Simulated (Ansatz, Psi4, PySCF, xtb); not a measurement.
NH3 (SMILES N) and Si2H6 (SMILES [SiH3][SiH3]) are pulled apart as rigid monomers along the line of their centres of mass, from the B3LYP-D3(BJ)/def2-TZVP minimum. Starting geometry (charge 0, multiplicity 1):
```xyz
12

N     -0.412     0.189     0.961
H     -0.360    -0.694     0.467
H     -1.362     0.534     0.875
H      0.198     0.844     0.486
Si     0.219    -1.189     3.716
Si     0.336     1.145     3.872
H      0.507    -1.819     5.034
H      1.214    -1.716     2.753
H     -1.135    -1.634     3.306
H      0.670     1.569     5.260
H     -0.962     1.773     3.524
H      1.388     1.692     2.983
```

Interaction energies with rigid monomers; basis-set methods are counterpoise corrected unless marked otherwise.

Frozen-core correlation. Rows in 6-31G* carry no dispersion term and start afresh at each structure (6-31G* with six Cartesian d functions).

Codes used: Ansatz (Gaussian orbitals); Psi4 for SAPT; PySCF for 6-31G* rows, the dispersion terms; xtb for the GFN methods. 

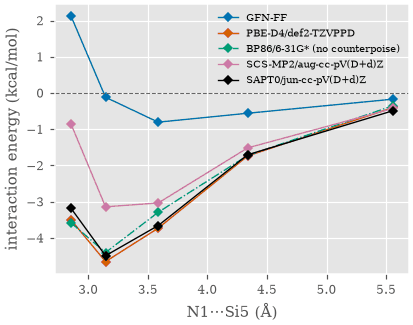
Fig. 1. Interaction energy against separation

Q: Which level binds most strongly at N1···Si5 = 3.14, and by how much?

A: PBE-D4/def2-TZVPPD, -4.7 kcal/mol.

Ansatz is a quantum-chemistry and plane-wave program.
